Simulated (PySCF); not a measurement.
H₄O₃SSi, SMILES O[Si](O)(O)S at its B3LYP/def2-SVP optimised geometry (Å):

```
9

O     -1.0117    -1.6998    -1.4065
Si    -0.5615    -0.9582     0.0000
O     -1.0129    -1.7217     1.3993
O      1.0919    -0.9582     0.0000
S     -1.5272     0.9582     0.0000
H     -0.3845    -2.3571    -1.7354
H     -1.9507    -1.6934     1.6244
H      1.5272    -0.7869     0.8436
H     -1.4763     1.0807    -1.3460
```

Computed with PySCF with B3LYP/def2-TZVP.

Map of the log10 of the electron density (e/bohr³), floored at −4 on the plane z = 1.0 Å:

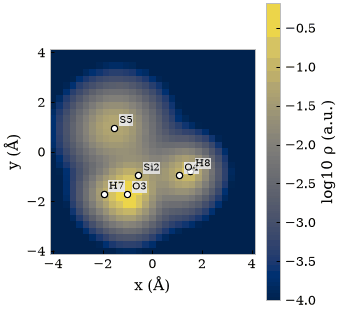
Log10 of the electron density (e/bohr³), floored at −4 on the plane z = 1.0 Å.
